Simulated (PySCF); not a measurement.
**C5H11F (CH3CH2CF(CH3)2): density, localisation and related maps**

```json
{"atom": "C", "x (Å)": "1.9811", "y (Å)": "-0.5677", "z (Å)": "0.1818"}
{"atom": "C", "x (Å)": "0.9328", "y (Å)": "0.4362", "z (Å)": "-0.2677"}
{"atom": "C", "x (Å)": "-0.4722", "y (Å)": "0.1806", "z (Å)": "0.2760"}
{"atom": "C", "x (Å)": "-1.4196", "y (Å)": "1.3021", "z (Å)": "-0.1091"}
{"atom": "C", "x (Å)": "-1.0275", "y (Å)": "-1.1781", "z (Å)": "-0.1137"}
{"atom": "F", "x (Å)": "-0.3777", "y (Å)": "0.1935", "z (Å)": "1.6713"}
{"atom": "H", "x (Å)": "2.9855", "y (Å)": "-0.2559", "z (Å)": "-0.1402"}
{"atom": "H", "x (Å)": "1.9863", "y (Å)": "-0.6499", "z (Å)": "1.2784"}
{"atom": "H", "x (Å)": "1.8012", "y (Å)": "-1.5713", "z (Å)": "-0.2325"}
{"atom": "H", "x (Å)": "1.2275", "y (Å)": "1.4463", "z (Å)": "0.0622"}
{"atom": "H", "x (Å)": "0.8766", "y (Å)": "0.4744", "z (Å)": "-1.3686"}
{"atom": "H", "x (Å)": "-1.5476", "y (Å)": "1.3505", "z (Å)": "-1.2004"}
{"atom": "H", "x (Å)": "-2.4055", "y (Å)": "1.1422", "z (Å)": "0.3510"}
{"atom": "H", "x (Å)": "-1.0277", "y (Å)": "2.2688", "z (Å)": "0.2394"}
{"atom": "H", "x (Å)": "-0.3958", "y (Å)": "-1.9852", "z (Å)": "0.2819"}
{"atom": "H", "x (Å)": "-1.0816", "y (Å)": "-1.2803", "z (Å)": "-1.2077"}
{"atom": "H", "x (Å)": "-2.0389", "y (Å)": "-1.3052", "z (Å)": "0.2986"}
```

Geometry: PBE0-D3(BJ)/def2-SVP.

These are results of PySCF, CAM-B3LYP/def2-SVPD, SCF density, gas phase, not measurements.

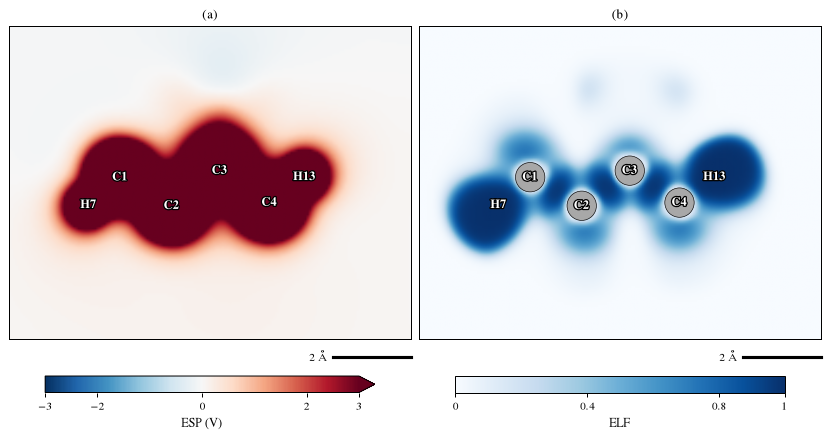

Figure 1. (a) molecular electrostatic potential; (b) electron localisation function on the plane of atoms C2, C3 and C4. Grey discs cover the atomic cores in the ELF map.

Interpret the plot.

Answer.
- Atoms in the plane: C and H.
- C–C (1.52 Å): the ELF peaks at about 0.95 between the atoms: a covalent bond.
- C–H (1.10 Å): the ELF climbs to about 1 towards the hydrogen, as it does in any bond to H: an ordinary covalent bond to hydrogen.
- The potential has no marked negative region in this plane.

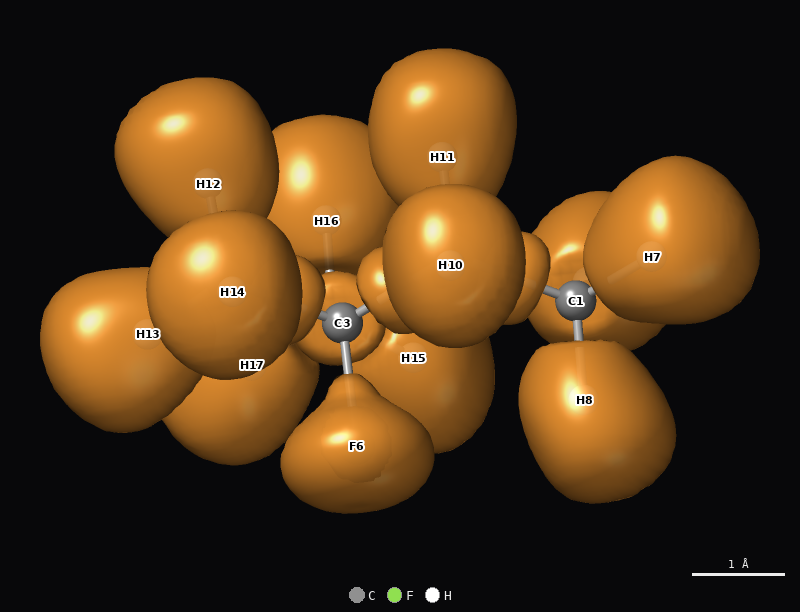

Figure 2. Isosurface of the ELF at 0.75 (orange), seen from one side. Core shells and regions of very low density are left out.

What do the ELF domains correspond to?

Answer. The surface consists of four regions between bonded C–C atoms (shared pairs), eleven regions around hydrogen nuclei and one region on F in which the atom's valence shell and bonds are merged. Along the contacts the grid gives the following. C–F (1.40 Å): the ELF peaks at about 0.85 between the atoms, as expected for a polar covalent bond.

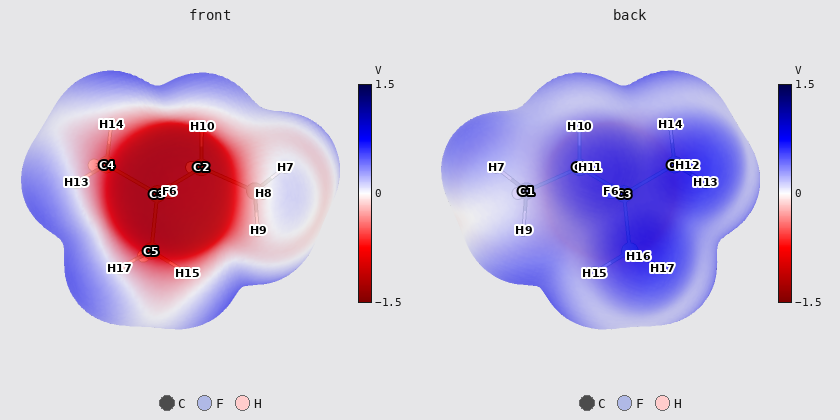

Figure 3. The molecular electrostatic potential painted on the density surface at 0.001 e/bohr³, seen from the front and from behind; red is negative and blue positive.

Describe the electrostatic potential map.

Answer. The most negative region (about −1.1 V) lies over F6, the most positive (about +0.7 V) over H12 and H16.
